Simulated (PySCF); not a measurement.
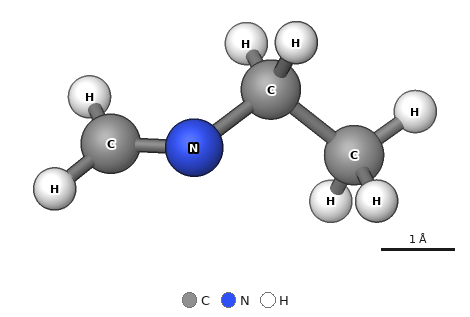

Fig. 1: The input geometry (ball-and-stick view, seen on its broad side).

**NMR shielding calculation of C$_{3}$H$_{7}$N**

System: C$_{3}$H$_{7}$N.
Method: GIAO BP86/ANO-RCC-VDZP NMR shielding, non-relativistic, gas phase (PySCF 2.14.0).

The geometry comes from this level: GFN2-xTB. It belongs to a series of runs on one base structure; here: BP86/ANO-RCC-VDZP; level_shift 0.2. Figures and captions count atoms from 1; the log counts them from 0 in places.

The program's output
```
final grid: 82224 points
cycle   1  E = -173.2656392523  dE =  2.086e-01  |g| = 3.685e-01  |ddm| = 4.452e+00
cycle   2  E = -173.2484360730  dE =  1.720e-02  |g| = 5.055e-01  |ddm| = 8.531e-01
cycle   3  E = -173.2993347886  dE = -5.090e-02  |g| = 1.281e-01  |ddm| = 2.491e-01
cycle   4  E = -173.3035430943  dE = -4.208e-03  |g| = 3.638e-02  |ddm| = 1.083e-01
cycle   5  E = -173.3039125822  dE = -3.695e-04  |g| = 4.764e-03  |ddm| = 4.801e-02
cycle   6  E = -173.3039214237  dE = -8.841e-06  |g| = 3.144e-03  |ddm| = 1.150e-02
cycle   7  E = -173.3039234592  dE = -2.036e-06  |g| = 1.219e-03  |ddm| = 3.691e-03
cycle   8  E = -173.3039237617  dE = -3.025e-07  |g| = 3.088e-04  |ddm| = 1.119e-03
cycle   9  E = -173.3039237810  dE = -1.933e-08  |g| = 7.247e-05  |ddm| = 3.865e-04
cycle  10  E = -173.3039237827  dE = -1.650e-09  |g| = 2.447e-05  |ddm| = 1.402e-04
cycle  11  E = -173.3039237829  dE = -2.553e-10  |g| = 6.759e-06  |ddm| = 6.051e-05
level shift removed, Fock matrix diagonalised once more
converged SCF energy = -173.3039237829

GIAO shielding tensors (ppm)
atom      isotropic    diamagn.    paramagn.     s11        s22        s33       span
  0 C       41.154     251.229    -210.076    -43.088     51.174    115.376    158.464
  1 N     -131.313     320.329    -451.642   -475.096   -168.382    249.540    724.635
  2 C      123.036     242.903    -119.867     98.154    111.819    159.135     60.981
  3 C      167.226     239.538     -72.311    155.238    162.651    183.789     28.551
  4 H       24.422      30.949      -6.527     23.349     24.022     25.896      2.547
  5 H       23.599      32.582      -8.984     20.529     24.654     25.613      5.084
  6 H       28.511      32.405      -3.894     25.903     28.058     31.573      5.670
  7 H       27.543      30.317      -2.775     25.010     26.621     30.997      5.987
  8 H       31.064      30.680       0.384     27.715     29.483     35.995      8.280
  9 H       30.458      28.955       1.503     27.226     28.246     35.902      8.676
 10 H       30.073      29.501       0.572     27.134     28.219     34.866      7.732
```

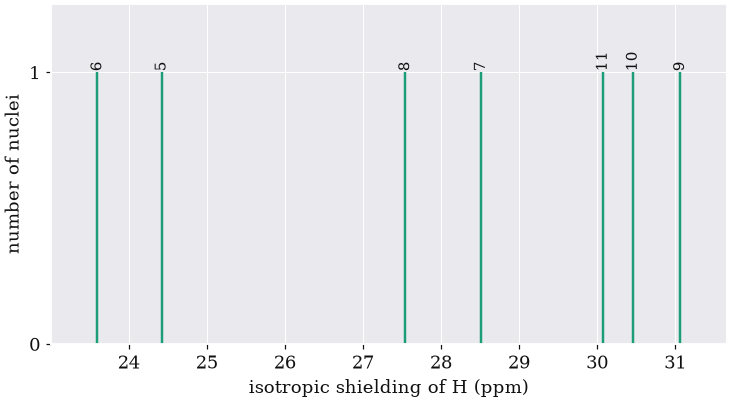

Fig. 2: Isotropic shieldings of the hydrogen nuclei in this fixed geometry, labelled by atom number; shielding grows to the right, so chemical shift grows to the left. The least shielded is H6 (23.6 ppm), the most shielded H9 (31.1 ppm).

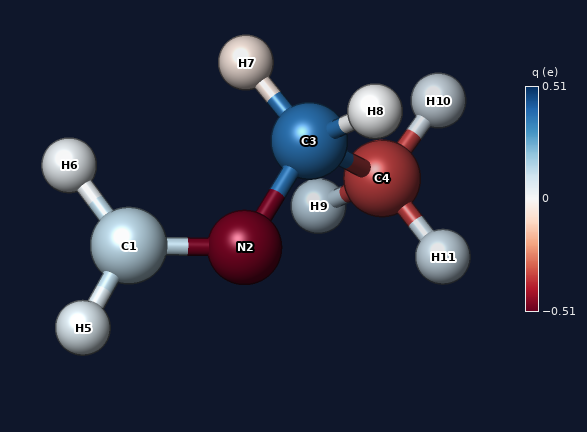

Fig. 3: ESP-fitted charges, as the colour of each atom (ball-and-stick view, seen at a tilt; atoms are numbered from 1 in the order of the input). By element: C −0.35 to +0.38, N −0.49 and H −0.05 to +0.12 e.

The run was set up as follows.

Input file
```
{"job": {"kind": "nmr", "xc": "BP86", "basis": "ANO-RCC-VDZP", "pop": true, "scf": {"level_shift": 0.2}}, "charge": 0, "multiplicity": 1}
C      1.909652    -0.086236    -0.274020
N      0.925340     0.454466     0.272637
C     -0.278192    -0.286697     0.505027
C     -1.447721     0.412356    -0.183634
H      2.799365     0.503881    -0.439348
H      1.941217    -1.134459    -0.599617
H     -0.202101    -1.333635     0.163856
H     -0.447016    -0.281326     1.586678
H     -1.313321     0.397052    -1.262692
H     -2.380177    -0.089390     0.061095
H     -1.501622     1.446661     0.144053
```

The first line tells a small driver script what to run in PySCF; the rest is the geometry in Å.

Launched with:
```bash
OMP_NUM_THREADS=1 python <driver script> task.json out
```

Summary

- outcome: converged
- total energy: −173.303924 hartree
- HOMO: −5.70 eV
- LUMO: −1.21 eV
- dipole moment: 1.15 D
- isotropic shielding, C: 41.2 to 167.2 ppm
- isotropic shielding, N: −131.3 ppm
- isotropic shielding, H: 23.6 to 31.1 ppm
- hardware: 1 CPU thread, shared host
- wall time: 24 s
- peak memory: 0.45 GiB

Notes

Settings chosen away from the usual ones: BP86/ANO-RCC-VDZP; level_shift 0.2.
